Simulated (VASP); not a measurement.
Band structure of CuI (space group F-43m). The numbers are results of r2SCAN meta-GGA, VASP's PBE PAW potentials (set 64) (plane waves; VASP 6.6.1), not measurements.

Unless said otherwise, spin-orbit coupling is left out, though it shifts the bands of the heavy elements here.

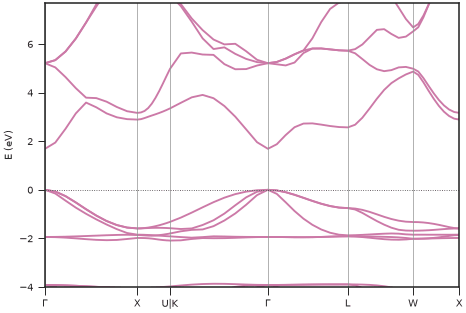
Bands along high-symmetry lines, zero at the valence-band maximum or, without a gap, the Fermi level

Task: Read the plot: is there a gap, and where are the band edges?

Result: The gap is direct, 1.69 eV, from the valence maximum at Γ to the conduction minimum at Γ.

The structure comes from a measured CuI entry (F-43m) of the Crystallography Open Database, whose conditions weren't checked. It was relaxed first.
